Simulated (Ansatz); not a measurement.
# C2H3ClF2 (1-chloro-1,1-difluoroethane): HF/3-21G

What is the vertical ionisation energy of C2H3ClF2 (1-chloro-1,1-difluoroethane) at HF/3-21G? 

The results are computed with Ansatz 0.2.0.

55 further runs of the same task are left out: 1 that didn't finish, 54 set aside as unsound or not needed. Runs told in other sessions of the task aren't counted.

## (1) The molecule

The species is C2H3ClF2 (8 atoms), meant as a singlet with charge 0. As SMILES, `CC(F)(F)Cl`. The shape is that of a PBE0-D4/def2-TZVP optimisation.

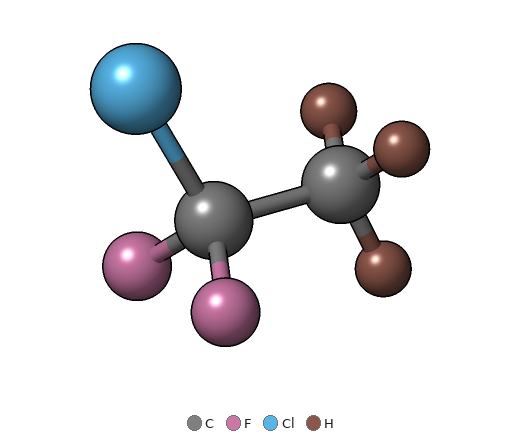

The structure, seen from a chosen angle (carbon grey, fluorine pink, chlorine blue, hydrogen brown).

## (2) The energy at HF/3-21G

Contents of run.yaml:

```yaml
basis:
  gaussian:
    orbitals: 3-21G.json
crystal:
  periodic: [false, false, false]
  atoms:
    - {symbol: C, position_ang: [-0.591960, -0.305640, 0.477310]}
    - {symbol: C, position_ang: [0.524930, 0.179790, -0.395910]}
    - {symbol: F, position_ang: [1.713900, 0.014330, 0.206290]}
    - {symbol: F, position_ang: [0.571970, -0.511300, -1.546500]}
    - {symbol: Cl, position_ang: [0.352900, 1.905700, -0.801400]}
    - {symbol: H, position_ang: [-0.600880, 0.257090, 1.409000]}
    - {symbol: H, position_ang: [-0.428120, -1.363800, 0.687730]}
    - {symbol: H, position_ang: [-1.542750, -0.176190, -0.036530]}
hamiltonian:
  xc: hf
accuracy: high
output: {orbitals: {seedname: orbitals}}
```

The basis set 3-21G is read from a file made from the Basis Set Exchange's data (not shown).

Started as:

```bash
$ ansatz run run.yaml --threads 1 --pin off --max-ram 3480MiB --events-out events.jsonl --progress --plain --runs-dir runs
```

What it wrote:

```text
Warning: RAYON_NUM_THREADS=1 ignored (pool sized by the plan → 1); use --threads N
Functional definition: HF
  name "HF"
  exchange = exact_x
  correlation = 0
1268 factors; integrals over basis functions are off by at most 3.4e-9 eV
mean field evaluation 1: about -19918.9749 eV, gradient 3.7e1 eV
mean field evaluation 2: about -19919.3574 eV, gradient 3.7e1 eV
mean field evaluation 4: about -19922.7526 eV, gradient 2.5e0 eV
mean field evaluation 8: about -19922.7868 eV, gradient 1.9e-1 eV
mean field evaluation 16: about -19922.7870 eV, gradient 2.0e-7 eV
mean field -19922.78703211 eV, -732.1489192799 hartree, gradient 1.1e-8 eV, S^2 0.000000; 0 other end points of the search recorded, 0 dependent functions left out
reference -19922.78703211 eV, -732.1489192799 hartree; 25, 25 occupied and 30, 30 virtual orbitals, 1268 factors
Total energy: -19922.78703211 eV, -732.1489192799 hartree
```

It took 0.74 s on 1 thread of Arm Neoverse V1, shared host; peak memory 0.13 GiB.

## (3) The doublet cation

Contents of in.yaml:

```yaml
crystal:
  periodic: [false, false, false]
  atoms:
    - {symbol: C, position_ang: [-0.591960, -0.305640, 0.477310]}
    - {symbol: C, position_ang: [0.524930, 0.179790, -0.395910]}
    - {symbol: F, position_ang: [1.713900, 0.014330, 0.206290]}
    - {symbol: F, position_ang: [0.571970, -0.511300, -1.546500]}
    - {symbol: Cl, position_ang: [0.352900, 1.905700, -0.801400]}
    - {symbol: H, position_ang: [-0.600880, 0.257090, 1.409000]}
    - {symbol: H, position_ang: [-0.428120, -1.363800, 0.687730]}
    - {symbol: H, position_ang: [-1.542750, -0.176190, -0.036530]}
basis:
  gaussian: {orbitals: 3-21G.json}
total_charge: 1
magnetization: {spin_polarized: true, initial_magnetization: 1}
hamiltonian: {xc: hf}
accuracy: high
output: {orbitals: {seedname: orbitals}}
```

The basis set 3-21G is read from a file made from the Basis Set Exchange's data (not shown).

Started as:

```bash
$ ansatz run in.yaml --threads 1 --pin off --max-ram 3480MiB --events-out events.jsonl --progress --plain --runs-dir runs
```

What it wrote:

```text
Warning: RAYON_NUM_THREADS=1 ignored (pool sized by the plan → 1); use --threads N
[... 4 set-up lines as earlier in the session ...]
1268 factors; integrals over basis functions are off by at most 3.4e-9 eV
mean field evaluation 1: about -19906.5131 eV, gradient 3.4e1 eV
mean field evaluation 2: about -19906.5041 eV, gradient 3.4e1 eV
mean field evaluation 4: about -19911.1225 eV, gradient 2.5e0 eV
mean field evaluation 8: about -19911.3220 eV, gradient 2.8e-1 eV
mean field evaluation 16: about -19911.3282 eV, gradient 2.5e-8 eV
mean field evaluation 32: about -19911.2118 eV, gradient 2.0e-1 eV
mean field evaluation 64: about -19911.2081 eV, gradient 4.7e-1 eV
mean field evaluation 96: about -19911.3271 eV, gradient 1.2e-1 eV
mean field evaluation 128: about -19911.3282 eV, gradient 6.2e-8 eV
mean field -19911.32824162 eV, -731.7278164964 hartree, gradient 3.3e-8 eV, S^2 0.753439; 3 other end points of the search recorded, 0 dependent functions left out
reference -19911.32824162 eV, -731.7278164964 hartree; 25, 24 occupied and 30, 31 virtual orbitals, 1268 factors
Total energy: -19911.32824162 eV, -731.7278164964 hartree
```

Run time: 3.3 s. Hardware: 1 thread of Arm Neoverse V1, shared host; peak memory 0.16 GiB.

## (4) What came out

Level: HF/3-21G.

| quantity | value |
| --- | --- |
| singlet C2H3ClF2: total energy | -732.14892 Eh |
| singlet C2H3ClF2: HOMO energy | -12.94 eV |
| singlet C2H3ClF2: LUMO energy | 5.00 eV |
| singlet C2H3ClF2: HOMO–LUMO gap | 17.94 eV |
| doublet cation: total energy | -731.72782 Eh |
| doublet cation: HOMO energy (highest over α and β) | -21.09 eV |
| doublet cation: LUMO energy (lowest over α and β) | -10.02 eV |
| doublet cation: ⟨S²⟩ | 0.753 |
| vertical ionisation energy (to the doublet cation) | 11.459 eV |

What this shows: Removing an electron at fixed nuclei costs 11.46 eV (1106 kJ/mol). The negative HOMO energy of the first species, 12.94 eV, lies 1.48 eV above that difference.
